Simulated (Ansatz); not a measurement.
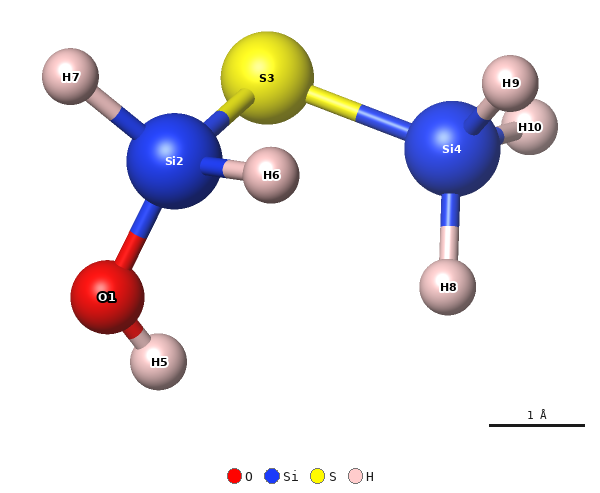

Figure 1. The structure as given in the input (ball-and-stick view, seen at a tilt; atoms are numbered from 1 in the order of the input). Bond lengths as drawn: H–O 0.96 Å, H–Si 1.48 to 1.49 Å, O–Si 1.64 Å and S–Si 2.14 Å.

# Two runs on Si₂H₆SO

System: Si₂H₆SO.
Method of the first run: RKS wB97M-V/def2-SVP (Ansatz 0.2.0).

The geometry comes from this level: PBE0-D4/def2-TZVP. Text and figures count atoms from 1; the logs count them from 0 in places.

### Input, the first run
```yaml
crystal:
  periodic: [false, false, false]
  atoms:
    - {symbol: O, position_ang: [-0.787705, 1.827354, -1.310110]}
    - {symbol: Si, position_ang: [0.445351, 0.756224, -1.169612]}
    - {symbol: S, position_ang: [-0.218557, -1.256489, -0.891952]}
    - {symbol: Si, position_ang: [-0.107333, -1.272604, 1.241468]}
    - {symbol: H, position_ang: [-1.452701, 1.841773, -0.619858]}
    - {symbol: H, position_ang: [1.321771, 1.091103, -0.014933]}
    - {symbol: H, position_ang: [1.177287, 0.825667, -2.449964]}
    - {symbol: H, position_ang: [-0.775716, -0.070900, 1.809364]}
    - {symbol: H, position_ang: [1.298764, -1.301161, 1.713843]}
    - {symbol: H, position_ang: [-0.818162, -2.492268, 1.694756]}
basis:
  gaussian: {orbitals: def2-SVP}
hamiltonian: {xc: {name: wB97M-V}}
output: {orbitals: {seedname: orbitals}}
```

Hardware: 2 CPU threads, shared host.

### Output (the first run)
```
Functional definition: wB97M-V
  parameter omega = 0.3/bohr
  parameter cx = 0.15
  parameter cx01 = 1.007
  parameter cx10 = 0.259
  parameter css00 = 0.443
  parameter css04 = -1.437
  parameter css10 = -4.535
  parameter css20 = -3.390
  parameter css43 = 4.278
  parameter cos00 = 1.000
  parameter cos10 = 1.358
  parameter cos20 = 2.924
  parameter cos21 = -8.812
  parameter cos60 = -1.390
  parameter cos61 = 9.142
  parameter b = 6.0
  parameter c = 0.01
  gx(w, u) = 1 - cx + cx01*u + cx10*w
  gss(w, u) = css00 + css04*u^4 + css10*w + css20*w^2 + css43*w^4*u^3
  gos(w, u) = cos00 + cos10*w + (cos20 + cos21*u)*w^2 + (cos60 + cos61*u)*w^6
  exchange = spin_sum(e_x_unif_sr(omega)*gx(b97_w, b97_u_x)) + cx*exact_x_sr(omega) + exact_x_lr(omega)
  correlation = spin_sum(e_c_pw_mod_same_spin*gss(b97_w, b97_u_same))
      + integral(e_c_pw_mod_opposite_spin*gos(b97_w_opposite, b97_u_opposite)) + vv10(b, c)
928 factors; integrals over basis functions are off by at most 1.2e-3 eV
336 factors; integrals over basis functions are off by at most 6.8e-6 eV
mean field evaluation 1: about -28721.7079 eV, gradient 4.1e1 eV
mean field evaluation 2: about -28721.2733 eV, gradient 4.6e1 eV
mean field evaluation 4: about -28724.8820 eV, gradient 9.8e-1 eV
mean field evaluation 8: about -28724.9218 eV, gradient 2.9e-2 eV
mean field evaluation 16: about -28724.9218 eV, gradient 4.9e-5 eV
mean field -28724.92177508 eV, -1055.6214047831 hartree, gradient 1.3e-5 eV, S^2 0.000000; 0 other end points of the search recorded, 0 dependent functions left out
reference -28724.92181881 eV, -1055.6214063901 hartree; 29, 29 occupied and 69, 69 virtual orbitals, 928 factors
Total energy: -28724.92181881 eV, -1055.6214063901 hartree
```

For the second run the input was changed thus:
```diff
-  gaussian: {orbitals: def2-SVP}
+  gaussian: {orbitals: "def2-QZVPP.json"}
```

What does this change do to the results?

The total energy of the second run is 305.2 kcal/mol lower, which measures the change of basis and not a stability. The HOMO goes from −9.73 to −9.88 eV. The LUMO goes from 2.09 to 1.15 eV. The basis functions go from 98 to 447.

### Output (the second run)
```
Functional definition: wB97M-V
  parameter omega = 0.3/bohr
  parameter cx = 0.15
  parameter cx01 = 1.007
  parameter cx10 = 0.259
  parameter css00 = 0.443
  parameter css04 = -1.437
  parameter css10 = -4.535
  parameter css20 = -3.390
  parameter css43 = 4.278
  parameter cos00 = 1.000
  parameter cos10 = 1.358
  parameter cos20 = 2.924
  parameter cos21 = -8.812
  parameter cos60 = -1.390
  parameter cos61 = 9.142
  parameter b = 6.0
  parameter c = 0.01
  gx(w, u) = 1 - cx + cx01*u + cx10*w
  gss(w, u) = css00 + css04*u^4 + css10*w + css20*w^2 + css43*w^4*u^3
  gos(w, u) = cos00 + cos10*w + (cos20 + cos21*u)*w^2 + (cos60 + cos61*u)*w^6
  exchange = spin_sum(e_x_unif_sr(omega)*gx(b97_w, b97_u_x)) + cx*exact_x_sr(omega) + exact_x_lr(omega)
  correlation = spin_sum(e_c_pw_mod_same_spin*gss(b97_w, b97_u_same))
      + integral(e_c_pw_mod_opposite_spin*gos(b97_w_opposite, b97_u_opposite)) + vv10(b, c)
1624 factors; their error is unknown
377 factors; integrals over basis functions are off by at most 1.1e-5 eV
mean field evaluation 1: about -28734.3103 eV, gradient 4.8e1 eV
mean field evaluation 2: about -28733.2091 eV, gradient 5.6e1 eV
mean field evaluation 4: about -28738.1366 eV, gradient 1.5e0 eV
mean field evaluation 8: about -28738.1562 eV, gradient 1.6e-1 eV
mean field evaluation 16: about -28738.1562 eV, gradient 6.9e-5 eV
mean field -28738.15624347 eV, -1056.1077625254 hartree, gradient 6.9e-5 eV, S^2 0.000000; 0 other end points of the search recorded, 0 dependent functions left out
reference -28738.15631089 eV, -1056.1077650031 hartree; 29, 29 occupied and 418, 418 virtual orbitals, 1624 factors
Total energy: -28738.15631089 eV, -1056.1077650031 hartree
```

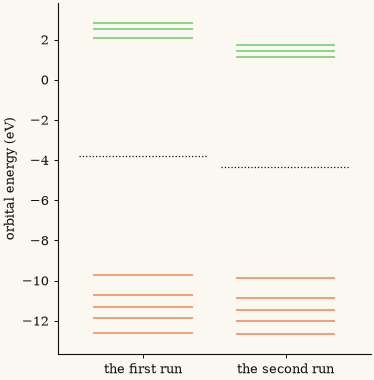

Figure 2. The five highest filled and three lowest empty orbital energies of the two runs; the dotted lines part filled from empty levels. The HOMO–LUMO gap is 11.82 eV in the first run and 11.03 eV in the second run.

### The two runs side by side

| quantity | the first run | the second run |
| --- | --- | --- |
| outcome | converged | converged |
| total energy (hartree) | −1055.621406 | −1056.107765 |
| HOMO (eV) | −9.73 | −9.88 |
| LUMO (eV) | 2.09 | 1.15 |
| basis functions | 98 | 447 |
| wall time (shared host) | 10 s | 49 s |
